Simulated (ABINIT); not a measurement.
# MgInH3 (Pm-3m): zone-centre phonons

Which modes does MgInH3 (Pm-3m) have at the zone centre?

Program: ABINIT 10.8.3. Level of theory: DFT LDA, scalar-relativistic, plane waves, HGH norm-conserving pseudopotentials. Results are calculated unless marked as measured.

The structure was built from a prototype and need not be the compound's stable phase.

### Step 1. Starting point

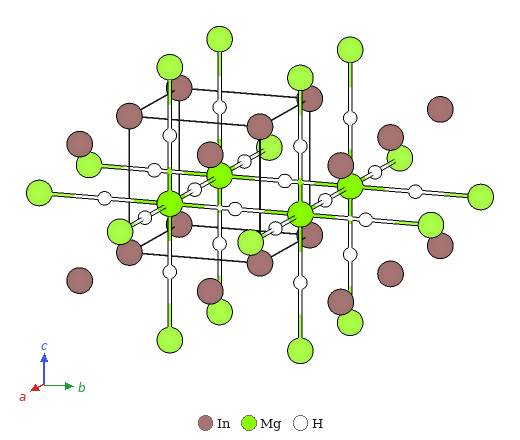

The cell as given, slightly off an axis (indium brown, magnesium green, hydrogen white). 2×2×1 cells are drawn. Some periodic images of atoms are drawn too.

### Step 2. A probe with smearing

A first run with smearing and empty bands tells whether the crystal has a gap, which decides between fixed occupations and smearing later on.

Input file probe.abi:

```
# ground state
tolvrs 1.0d-08
prtden 1
prtwf 1

# basis, mesh and filling
ecut 35.0
ixc 7
ngkpt 4 4 4
nshiftk 1
shiftk 0.0 0.0 0.0
istwfk *1
occopt 7
tsmear 0.005
nband 9
nstep 100
diemac 9.0
prtebands 0
prtgsr 0

# cell and atoms
acell 7.666996833 7.666996833 7.666996833
rprim 
    1.0 0.0 0.0
    0.0 1.0 0.0
    0.0 0.0 1.0
ntypat 3
znucl 49 12 1
natom 5
typat 1 2 3 3 3
xred 
    0.0 0.0 0.0
    0.5 0.5 0.5
    0.5 0.5 0.0
    0.5 0.0 0.5
    0.0 0.5 0.5
pp_dirpath "./pseudo"
pseudos "In.hgh, Mg.hgh, H.hgh"
```

The run is started by

```console
$ OMP_NUM_THREADS=1 mpirun -n 4 abinit probe.abi > probe.log
```

Numbers of over 12 decimals in the logs are rounded to 6 here.

probe.abo, the main output file:

```text
[banners, grids, parts of the stress and lines that vanish by symmetry left out]
- input  file    -> probe.abi
- output file    -> probe.abo
- root for input  files -> probei
[...]
Symmetries : space group Pm -3 m (#221); Bravais cP (primitive cubic)
[...]
mpw =        4492          nfft =       91125          nkpt =          10
[...]
== DATASET  1 ==================================================================
[...]
cutoff_energies: {ecut:  35.0, pawecutdg:  -1.0, }
[...]
Exchange-correlation functional for the present dataset will be:
  LDA: Perdew-Wang 92 LSD fit to Ceperley-Alder data - ixc=7
[...]
ETOT  1  -4.634479    -4.634E+00 2.223E-02 3.286E+01
 ETOT  2  -4.645097    -1.062E-02 2.325E-04 4.567E+00
 ETOT  3  -4.645359    -2.618E-04 2.243E-05 4.825E-02
 ETOT  4  -4.645368    -9.129E-06 3.997E-05 5.158E-03
 ETOT  5  -4.645368    -4.454E-07 4.374E-06 2.762E-05
 ETOT  6  -4.645368    -1.453E-09 9.878E-06 4.234E-07
 ETOT  7  -4.645368    -2.567E-11 1.182E-06 8.827E-09
 At SCF step    7       vres2   =  8.83E-09 < tolvrs=  1.00E-08 =>converged.
[...]
sigma(1 1)=  1.77002550E-04  sigma(3 2)=  0.00000000E+00
  sigma(2 2)=  1.77002550E-04  sigma(3 1)=  0.00000000E+00
  sigma(3 3)=  1.77002550E-04  sigma(2 1)=  0.00000000E+00
[...]
convergence: {deltae: -2.567E-11, res2:  8.827E-09, residm:  1.182E-06, diffor: null, }
etotal    :  -4.64536845E+00
[...]
sigma(1 1)=  1.77002550E-04  sigma(3 2)=  0.00000000E+00
  sigma(2 2)=  1.77002550E-04  sigma(3 1)=  0.00000000E+00
  sigma(3 3)=  1.77002550E-04  sigma(2 1)=  0.00000000E+00
[...]
- sigma(1 1)=  5.20759481E+00  sigma(3 2)=  0.00000000E+00
- sigma(2 2)=  5.20759481E+00  sigma(3 1)=  0.00000000E+00
- sigma(3 3)=  5.20759481E+00  sigma(2 1)=  0.00000000E+00
[...]
fcart     -0.0000000000E+00 -0.0000000000E+00 -0.0000000000E+00
           strten      1.7700254986E-04  1.7700254986E-04  1.7700254986E-04
================================================================================

[key lines of the parts left out:]
pressure_GPa:  -5.2076E+00
```

The job ended after 4.1 s (4 MPI ranks of Arm Neoverse V1, shared host; 15 s of CPU time).

This step gave:

* volume per atom: 13.36 Å³
* pressure: -5.208 GPa
* gap on the k-mesh: 0.009252 eV

No gap opens on this mesh, so smearing is kept; the printed pressure holds the stress of the finite basis too.

### Step 3. Rough relaxation

The typed start is rough, so a first relaxation with smearing and loose thresholds takes it towards rest cheaply.

Input file prerelax.abi:

```
# relaxation
ionmov 2
optcell 2
dilatmx 1.15
chkdilatmx 0
ntime 40
tolmxf 3.0d-04
tolvrs 1.0d-10
prtwf 0
prtden 0
chksymtnons 0

# basis, mesh and filling
ecut 35.0
ecutsm 3.0
ixc 7
ngkpt 4 4 4
nshiftk 1
shiftk 0.0 0.0 0.0
istwfk *1
occopt 7
tsmear 0.005
nband 9
nstep 100
diemac 1000000.0
prtebands 0
prtgsr 0

# cell and atoms
acell 7.666996833 7.666996833 7.666996833
rprim 
    1.0 0.0 0.0
    0.0 1.0 0.0
    0.0 0.0 1.0
ntypat 3
znucl 49 12 1
natom 5
typat 1 2 3 3 3
xred 
    0.0 0.0 0.0
    0.5 0.5 0.5
    0.5 0.5 0.0
    0.5 0.0 0.5
    0.0 0.5 0.5
pp_dirpath "./pseudo"
pseudos "In.hgh, Mg.hgh, H.hgh"
```

The run is started by

```console
$ OMP_NUM_THREADS=1 mpirun -n 4 abinit prerelax.abi > prerelax.log
```

prerelax.abo, the main output file:

```text
[banners, grids, parts of the stress and lines that vanish by symmetry left out]
- input  file    -> prerelax.abi
- output file    -> prerelax.abo
- root for input  files -> prerelaxi
[...]
Symmetries : space group Pm -3 m (#221); Bravais cP (primitive cubic)
[...]
mpw =        6816          nfft =      110592          nkpt =          10
[...]
== DATASET  1 ==================================================================
[...]
cutoff_energies: {ecut:  35.0, pawecutdg:  -1.0, }
[...]
Exchange-correlation functional for the present dataset will be:
  LDA: Perdew-Wang 92 LSD fit to Ceperley-Alder data - ixc=7
[...]
ETOT  1  -4.634526    -4.635E+00 1.611E-02 3.875E+01
 ETOT  2  -4.644527    -1.000E-02 1.209E-04 8.008E+00
 ETOT  3  -4.644905    -3.776E-04 7.384E-05 2.877E-01
 ETOT  4  -4.644921    -1.611E-05 7.492E-05 2.187E-02
 ETOT  5  -4.644922    -1.280E-06 1.176E-04 2.616E-04
[...]
ETOT  7  -4.651169    -6.306E-14 4.690E-16 5.157E-12
 At SCF step    7       vres2   =  5.16E-12 < tolvrs=  1.00E-10 =>converged.
[...]
sigma(1 1)=  2.49299297E-06  sigma(3 2)=  0.00000000E+00
  sigma(2 2)=  2.49299297E-06  sigma(3 1)=  0.00000000E+00
  sigma(3 3)=  2.49299297E-06  sigma(2 1)=  0.00000000E+00
[...]
convergence: {deltae: -6.306E-14, res2:  5.157E-12, residm:  4.690E-16, diffor: null, }
etotal    :  -4.65116923E+00
[...]
At Broyd/MD step   5, gradients are converged :
[...]
sigma(1 1)=  2.49299297E-06  sigma(3 2)=  0.00000000E+00
  sigma(2 2)=  2.49299297E-06  sigma(3 1)=  0.00000000E+00
  sigma(3 3)=  2.49299297E-06  sigma(2 1)=  0.00000000E+00
[...]
- sigma(1 1)=  7.33463855E-02  sigma(3 2)=  0.00000000E+00
- sigma(2 2)=  7.33463855E-02  sigma(3 1)=  0.00000000E+00
- sigma(3 3)=  7.33463855E-02  sigma(2 1)=  0.00000000E+00
[...]
fcart     -0.0000000000E+00 -0.0000000000E+00 -0.0000000000E+00
           strten      2.4929929704E-06  2.4929929704E-06  2.4929929704E-06
================================================================================

[key lines of the parts left out:]
pressure_GPa:  -7.3346E-02
Total energy (etotal) [Ha]= -4.65116923320525E+00
```

It took 19 s on 4 MPI ranks; 76 s of CPU time.

The steps of the relaxation:

| step | energy less that of the first step (eV) | largest force (eV/Å) | volume (Å³) |
| --- | --- | --- | --- |
| 1 | 0.0000 | 0.0000 | 66.79 |
| 2 | -0.0278 | 0.0000 | 65.82 |
| 3 | -0.0980 | 0.0000 | 52.35 |
| 4 | -0.1672 | 0.0000 | 58.39 |
| 5 | -0.1700 | 0.0000 | 57.42 |

| conventional cell, symmetrised | before | after | change |
| --- | --- | --- | --- |
| a (Å) | 4.057 | 3.858 | -4.9 % |
| b (Å) | 4.057 | 3.858 | -4.9 % |
| c (Å) | 4.057 | 3.858 | -4.9 % |
| volume (Å³/atom) | 13.36 | 11.48 | -14.0 % |

Final coordinates:

```cif
data_structure
_symmetry_space_group_name_H-M 'P 1'
_symmetry_Int_Tables_number 1
_cell_length_a 3.8579
_cell_length_b 3.8579
_cell_length_c 3.8579
_cell_angle_alpha 90.000
_cell_angle_beta 90.000
_cell_angle_gamma 90.000
_cell_volume 57.42
loop_
_atom_site_label
_atom_site_type_symbol
_atom_site_fract_x
_atom_site_fract_y
_atom_site_fract_z
_atom_site_occupancy
In1 In 0.00000 0.00000 0.00000 1
Mg2 Mg 0.50000 0.50000 0.50000 1
H3 H 0.50000 0.50000 0.00000 1
H4 H 0.50000 0.00000 0.50000 1
H5 H 0.00000 0.50000 0.50000 1
```

Read from the output:

```
volume per atom   : 11.48 Å³
pressure          : -0.07335 GPa
gap on the k-mesh : 0 eV
```

The volume changes by -14.0 % in this run and stands -14.0 % from the first cell.

### Step 4. Rough relaxation

The cell changed much, so the rough relaxation is repeated on a basis made for the new cell.

prerelax.abi, as its differences from that of step 3:

```diff
@@ -29,3 +29,3 @@
 # cell and atoms
-acell 7.666996833 7.666996833 7.666996833
+acell 7.290378047 7.290378047 7.290378047
 rprim
```

prerelax.abo, the main output file:

```text
[banners, grids, parts of the stress and lines that vanish by symmetry left out]
- input  file    -> prerelax.abi
- output file    -> prerelax.abo
- root for input  files -> prerelaxi
[...]
Symmetries : space group Pm -3 m (#221); Bravais cP (primitive cubic)
[...]
mpw =        5866          nfft =      110592          nkpt =          10
[...]
== DATASET  1 ==================================================================
[...]
cutoff_energies: {ecut:  35.0, pawecutdg:  -1.0, }
[...]
Exchange-correlation functional for the present dataset will be:
  LDA: Perdew-Wang 92 LSD fit to Ceperley-Alder data - ixc=7
[...]
ETOT  1  -4.640323    -4.640E+00 1.263E-02 3.882E+01
 ETOT  2  -4.650893    -1.057E-02 7.564E-04 6.311E+00
 ETOT  3  -4.651158    -2.642E-04 2.632E-04 2.430E-01
 ETOT  4  -4.651169    -1.117E-05 5.266E-05 1.185E-02
 ETOT  5  -4.651169    -5.507E-07 3.901E-05 9.846E-05
 ETOT  6  -4.651169    -3.475E-09 3.419E-05 1.682E-06
 ETOT  7  -4.651169    -8.821E-11 2.432E-05 3.796E-08
 ETOT  8  -4.651169    -2.196E-12 2.128E-05 3.852E-10
 ETOT  9  -4.651169     4.441E-15 1.389E-05 7.077E-13
 At SCF step    9       vres2   =  7.08E-13 < tolvrs=  1.00E-10 =>converged.
[...]
sigma(1 1)=  2.49302812E-06  sigma(3 2)=  0.00000000E+00
  sigma(2 2)=  2.49302812E-06  sigma(3 1)=  0.00000000E+00
  sigma(3 3)=  2.49302812E-06  sigma(2 1)=  0.00000000E+00
[...]
convergence: {deltae:  4.441E-15, res2:  7.077E-13, residm:  1.389E-05, diffor: null, }
etotal    :  -4.65116923E+00
[...]
At Broyd/MD step   1, gradients are converged :
[...]
sigma(1 1)=  2.49302812E-06  sigma(3 2)=  0.00000000E+00
  sigma(2 2)=  2.49302812E-06  sigma(3 1)=  0.00000000E+00
  sigma(3 3)=  2.49302812E-06  sigma(2 1)=  0.00000000E+00
[...]
- sigma(1 1)=  7.33474195E-02  sigma(3 2)=  0.00000000E+00
- sigma(2 2)=  7.33474195E-02  sigma(3 1)=  0.00000000E+00
- sigma(3 3)=  7.33474195E-02  sigma(2 1)=  0.00000000E+00
[...]
fcart     -0.0000000000E+00 -0.0000000000E+00 -0.0000000000E+00
           strten      2.4930281158E-06  2.4930281158E-06  2.4930281158E-06
================================================================================

[key lines of the parts left out:]
pressure_GPa:  -7.3347E-02
Total energy (etotal) [Ha]= -4.65116923320525E+00
```

It took 4.8 s on 4 MPI ranks; 18 s of CPU time.

Little changed from the start: no atom moved by 0.005 Å and no cell edge by 0.1 %.

The volume changes by +0.0 % in this run and stands -14.0 % from the first cell.

### Step 5. Relaxation

The harmonic expansion needs vanishing forces, and a free crystal bears no stress, so cell and atoms are brought to rest. Stress is more sensitive to the basis than forces are: the last 3 Ha under the cutoff are smoothed with ecutsm, and the cutoff is raised above that of the later runs.

relax.abi, as its differences from prerelax.abi of step 4:

```diff
@@ -3,7 +3,6 @@
 optcell 2
-dilatmx 1.15
-chkdilatmx 0
+dilatmx 1.08
 ntime 40
-tolmxf 3.0d-04
-tolvrs 1.0d-10
+tolmxf 1.0d-05
+tolvrs 1.0d-14
 prtwf 0
@@ -13,6 +12,6 @@
 # basis, mesh and filling
-ecut 35.0
+ecut 43.0
 ecutsm 3.0
 ixc 7
-ngkpt 4 4 4
+ngkpt 6 6 6
 nshiftk 1
@@ -21,3 +20,3 @@
 occopt 7
-tsmear 0.005
+tsmear 0.01
 nband 9
```

The run is started by

```console
$ OMP_NUM_THREADS=1 mpirun -n 4 abinit relax.abi > relax.log
```

relax.abo, the main output file:

```text
[banners, grids, parts of the stress and lines that vanish by symmetry left out]
- input  file    -> relax.abi
- output file    -> relax.abo
- root for input  files -> relaxi
[...]
Symmetries : space group Pm -3 m (#221); Bravais cP (primitive cubic)
[...]
mpw =        6704          nfft =      110592          nkpt =          20
[...]
== DATASET  1 ==================================================================
[...]
cutoff_energies: {ecut:  43.0, pawecutdg:  -1.0, }
[...]
Exchange-correlation functional for the present dataset will be:
  LDA: Perdew-Wang 92 LSD fit to Ceperley-Alder data - ixc=7
[...]
ETOT  1  -4.639712    -4.640E+00 1.615E-02 3.822E+01
 ETOT  2  -4.653484    -1.377E-02 4.924E-04 6.876E+00
 ETOT  3  -4.653784    -3.008E-04 2.975E-04 2.414E-01
 ETOT  4  -4.653797    -1.220E-05 5.487E-05 1.415E-02
 ETOT  5  -4.653797    -6.997E-07 8.133E-05 1.287E-04
[...]
At SCF step   10       vres2   =  7.65E-15 < tolvrs=  1.00E-14 =>converged.
[...]
sigma(1 1)=  1.17864327E-06  sigma(3 2)=  0.00000000E+00
  sigma(2 2)=  1.17864327E-06  sigma(3 1)=  0.00000000E+00
  sigma(3 3)=  1.17864327E-06  sigma(2 1)=  0.00000000E+00
[...]
convergence: {deltae:  9.592E-14, res2:  7.653E-15, residm:  1.086E-06, diffor: null, }
etotal    :  -4.65379721E+00
[...]
ETOT  1  -4.653797    -4.654E+00 7.330E-07 2.512E-05
[...]
At SCF step    7       vres2   =  2.79E-16 < tolvrs=  1.00E-14 =>converged.
[...]
sigma(1 1)=  1.04085128E-06  sigma(3 2)=  0.00000000E+00
  sigma(2 2)=  1.04085128E-06  sigma(3 1)=  0.00000000E+00
  sigma(3 3)=  1.04085128E-06  sigma(2 1)=  0.00000000E+00
[...]
convergence: {deltae: -1.954E-14, res2:  2.791E-16, residm:  1.941E-08, diffor: null, }
etotal    :  -4.65379726E+00
[...]
ETOT  1  -4.653797    -4.654E+00 1.110E-04 1.430E-03
[...]
ETOT  7  -4.653797     1.776E-15 1.264E-08 1.579E-14
 ETOT  8  -4.653797     1.084E-13 1.780E-07 2.372E-16
 At SCF step    8       vres2   =  2.37E-16 < tolvrs=  1.00E-14 =>converged.
[...]
sigma(1 1)=  7.57011041E-10  sigma(3 2)=  0.00000000E+00
  sigma(2 2)=  7.57011041E-10  sigma(3 1)=  0.00000000E+00
  sigma(3 3)=  7.57011041E-10  sigma(2 1)=  0.00000000E+00
[...]
convergence: {deltae:  1.084E-13, res2:  2.372E-16, residm:  1.780E-07, diffor: null, }
etotal    :  -4.65379742E+00
[...]
At Broyd/MD step   3, gradients are converged :
[...]
sigma(1 1)=  7.57011041E-10  sigma(3 2)=  0.00000000E+00
  sigma(2 2)=  7.57011041E-10  sigma(3 1)=  0.00000000E+00
  sigma(3 3)=  7.57011041E-10  sigma(2 1)=  0.00000000E+00
[...]
- sigma(1 1)=  2.22720338E-05  sigma(3 2)=  0.00000000E+00
- sigma(2 2)=  2.22720338E-05  sigma(3 1)=  0.00000000E+00
- sigma(3 3)=  2.22720338E-05  sigma(2 1)=  0.00000000E+00
[...]
fcart     -0.0000000000E+00 -0.0000000000E+00 -0.0000000000E+00
           strten      7.5701104066E-10  7.5701104066E-10  7.5701104055E-10
================================================================================

[key lines of the parts left out:]
pressure_GPa:  -2.2272E-05
Total energy (etotal) [Ha]= -4.65379742007394E+00
```

Wall time 19 s (4 MPI ranks).

Little changed from the start: no atom moved by 0.005 Å and no cell edge by 0.1 %.

Numbers from this step:

```
volume per atom : 11.47 Å³
pressure        : -2.23e-5 GPa
```

The volume changes by -0.1 % in this run and stands -14.1 % from the first cell.

### Step 6. Self-consistent run for the response

First-order wavefunctions inherit every error of the ground state, hence the very tight tolvrs. Smearing stays on, as the first look found no gap above 0.3 eV.

Input file gs.abi:

```
# ground state
tolvrs 1.0d-16
prtden 1
prtwf 1

# basis, mesh and filling
ecut 35.0
ixc 7
ngkpt 6 6 6
nshiftk 1
shiftk 0.0 0.0 0.0
istwfk *1
occopt 7
tsmear 0.01
nband 9
nstep 100
diemac 1000000.0
prtebands 0
prtgsr 0

# cell and atoms
acell 7.288174795 7.288174795 7.288174795
rprim 
    1.0 0.0 0.0
    0.0 1.0 0.0
    0.0 0.0 1.0
ntypat 3
znucl 49 12 1
natom 5
typat 1 2 3 3 3
xred 
    0.0 0.0 0.0
    0.5 0.5 0.5
    0.5 0.5 0.0
    0.5 0.0 0.5
    0.0 0.5 0.5
pp_dirpath "./pseudo"
pseudos "In.hgh, Mg.hgh, H.hgh"
```

The run is started by

```console
$ OMP_NUM_THREADS=1 mpirun -n 4 abinit gs.abi > gs.log
```

gs.abo, the main output file:

```text
[banners, grids, parts of the stress and lines that vanish by symmetry left out]
- input  file    -> gs.abi
- output file    -> gs.abo
- root for input  files -> gsi
[...]
Symmetries : space group Pm -3 m (#221); Bravais cP (primitive cubic)
[...]
mpw =        3887          nfft =       64000          nkpt =          20
[...]
== DATASET  1 ==================================================================
[...]
cutoff_energies: {ecut:  35.0, pawecutdg:  -1.0, }
[...]
Exchange-correlation functional for the present dataset will be:
  LDA: Perdew-Wang 92 LSD fit to Ceperley-Alder data - ixc=7
[...]
ETOT  1  -4.640989    -4.641E+00 1.015E-02 2.358E+01
 ETOT  2  -4.651961    -1.097E-02 1.503E-03 2.948E+00
 ETOT  3  -4.652166    -2.048E-04 1.495E-04 9.437E-02
 ETOT  4  -4.652174    -7.926E-06 2.008E-04 6.299E-03
 ETOT  5  -4.652174    -5.477E-07 5.921E-05 3.264E-05
[...]
ETOT 10  -4.652174     1.767E-13 5.484E-06 2.857E-15
 ETOT 11  -4.652174     8.171E-14 4.848E-06 3.403E-17
 At SCF step   11       vres2   =  3.40E-17 < tolvrs=  1.00E-16 =>converged.
[...]
sigma(1 1)=  1.81309929E-05  sigma(3 2)=  0.00000000E+00
  sigma(2 2)=  1.81309929E-05  sigma(3 1)=  0.00000000E+00
  sigma(3 3)=  1.81309929E-05  sigma(2 1)=  0.00000000E+00
[...]
convergence: {deltae:  8.171E-14, res2:  3.403E-17, residm:  4.848E-06, diffor: null, }
etotal    :  -4.65217448E+00
[...]
sigma(1 1)=  1.81309929E-05  sigma(3 2)=  0.00000000E+00
  sigma(2 2)=  1.81309929E-05  sigma(3 1)=  0.00000000E+00
  sigma(3 3)=  1.81309929E-05  sigma(2 1)=  0.00000000E+00
[...]
- sigma(1 1)=  5.33432229E-01  sigma(3 2)=  0.00000000E+00
- sigma(2 2)=  5.33432229E-01  sigma(3 1)=  0.00000000E+00
- sigma(3 3)=  5.33432229E-01  sigma(2 1)=  0.00000000E+00
[...]
fcart     -0.0000000000E+00 -0.0000000000E+00 -0.0000000000E+00
           strten      1.8130992928E-05  1.8130992928E-05  1.8130992928E-05
================================================================================

[key lines of the parts left out:]
pressure_GPa:  -5.3343E-01
```

Run time: 6.1 s. Hardware: 4 MPI ranks; 24 s of CPU time.

Numbers from this step:

| Item | Value |
| --- | --- |
| pressure | -0.5334 GPa |

The cell stands at -0.53 GPa: the relaxation ran with a smoothed and higher cutoff, and the difference is a stress of the finite basis.

[end of part 1 of 4]

[Host names and launcher messages were left out of these logs when they were recorded.]

[Logs are printed without paths, hosts, clocks, repeated set-up lines and the standing remarks that a program may print on its own settings, such as how far it seeks lower states.]

[Hosts, paths, dates, database ids (printed as entryN), source tags and the programs' standing remarks are cut or masked in the printed files.]
